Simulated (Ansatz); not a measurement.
# GeH4···AlH7O3Si2: what the fields show

Input

```
crystal:
  periodic: [false, false, false]
  atoms:
    - {symbol: Ge, position_ang: [-1.890056, -0.278323, -1.857153]}
    - {symbol: H, position_ang: [-1.902288, 0.862194, -2.872711]}
    - {symbol: H, position_ang: [1.381099, 1.422003, -2.241399]}
    - {symbol: O, position_ang: [1.207952, 0.557911, -1.871944]}
    - {symbol: Al, position_ang: [0.758202, 0.361863, -0.246648]}
    - {symbol: O, position_ang: [0.620622, 1.705182, 0.758278]}
    - {symbol: Si, position_ang: [0.349678, 2.568411, 2.103124]}
    - {symbol: O, position_ang: [0.870107, -1.177641, 0.416408]}
    - {symbol: Si, position_ang: [0.872693, -2.786825, 0.587874]}
    - {symbol: H, position_ang: [-1.253770, 0.283029, -0.540947]}
    - {symbol: H, position_ang: [-3.309965, -0.672843, -1.434925]}
    - {symbol: H, position_ang: [-1.082598, -1.485305, -2.322236]}
    - {symbol: H, position_ang: [0.844117, 3.958542, 1.915038]}
    - {symbol: H, position_ang: [-1.108963, 2.622427, 2.399081]}
    - {symbol: H, position_ang: [1.046494, 1.969846, 3.273978]}
    - {symbol: H, position_ang: [-0.408269, -3.359111, 0.082929]}
    - {symbol: H, position_ang: [1.992289, -3.404385, -0.172360]}
    - {symbol: H, position_ang: [1.012860, -3.146875, 2.023617]}
basis:
  gaussian: {orbitals: def2-TZVPP}
hamiltonian: {xc: pbe0, dispersion: d4}
output: {orbitals: {seedname: orbitals}}
```

Launched as:

```sh
ansatz run in.yaml --threads 4 --pin off --events-out ev --progress --plain --max-ram 66560MiB --backend cuda --devices 0, --max-vram 37GiB
```

The reactant side of a reaction path; geometry: PBE0-D4/def2-TZVP.

Computed with RKS PBE0-D4/def2-TZVPP in Ansatz 0.2.0.

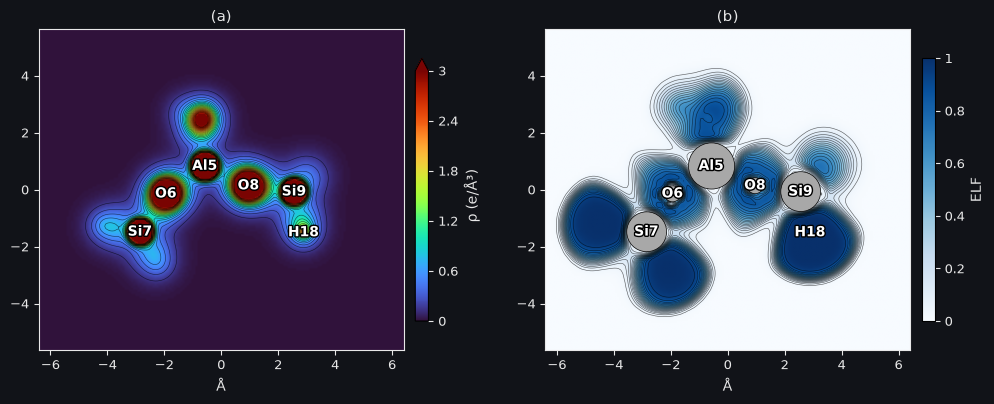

Figure 1. (a) electron density; (b) electron localisation function on the plane of atoms O6, Al5 and O8. Grey discs cover the atomic cores in the ELF map.

Question: Read the bonding off the picture.

Answer: Atoms in the plane: Al, O, Si and H.
Si–O (1.62 Å): ρ is about 1.2 e/Å³ halfway; the ELF peaks at about 0.85 between the atoms: a polar covalent bond.
Al–O (1.68 Å): the density is about 0.9 e/Å³ at the midpoint; the ELF peaks at about 0.85 in the valence shell of O, 0.6 Å from its nucleus, and is about 0.40 at the midpoint.
Si–H (1.49 Å): ρ at the midpoint is about 0.83 e/Å³; the ELF climbs to about 1 towards the hydrogen, as it does in any bond to H.
The ELF also peaks beside O8, O6 and O4, away from the bonds: lone-pair regions.

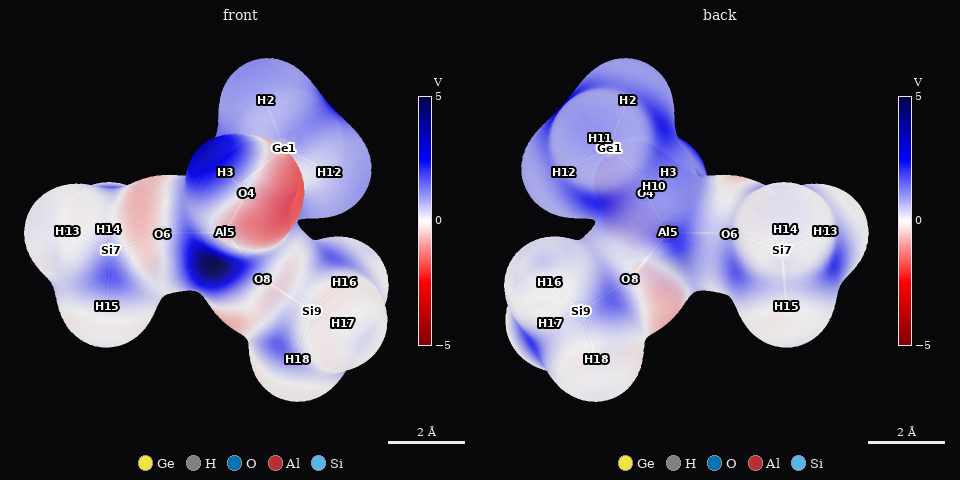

Figure 2. The electrostatic potential painted on the density surface at 0.004 e/bohr³, seen from the front and from behind; the colour scale runs from red (negative) to blue (positive).

Question: Which sites attract a positive test charge, and which a negative one?

Answer: A positive charge is drawn to the negative regions and a negative charge to the positive ones. The most negative region (about −1.6 V) lies over O4, the most positive (about +4.4 V) over Al5. O4 is the likeliest acceptor of a hydrogen bond.

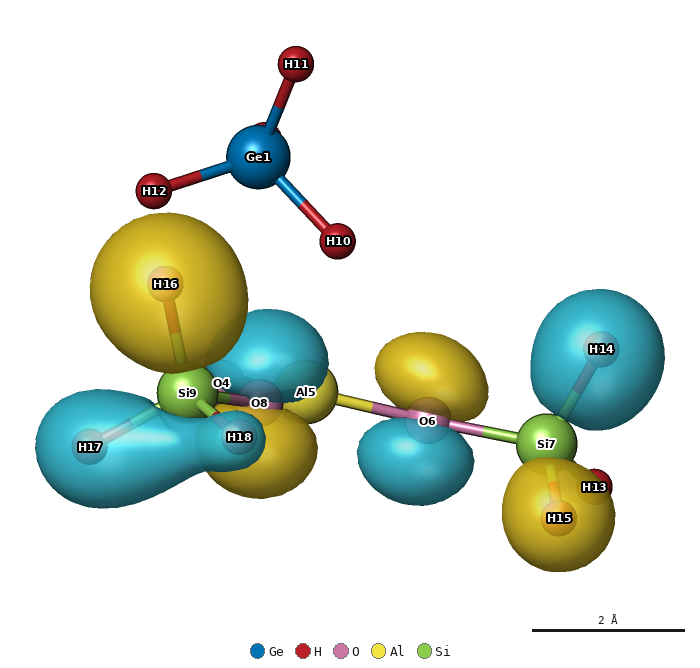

Figure 3. The HOMO−1 at ±0.1 Å⁻³ᐟ² (yellow and cyan are the two phases), seen at an oblique angle.

Question: What is the character of this orbital?

Answer: By Hirshfeld shares it lies mainly on O8 (about 20 %), Si9 (about 15 %), H16 (about 15 %), O6 (about 15 %), Si7 (about 10 %) and H14 (about 10 %). Its energy is −8.59 eV.
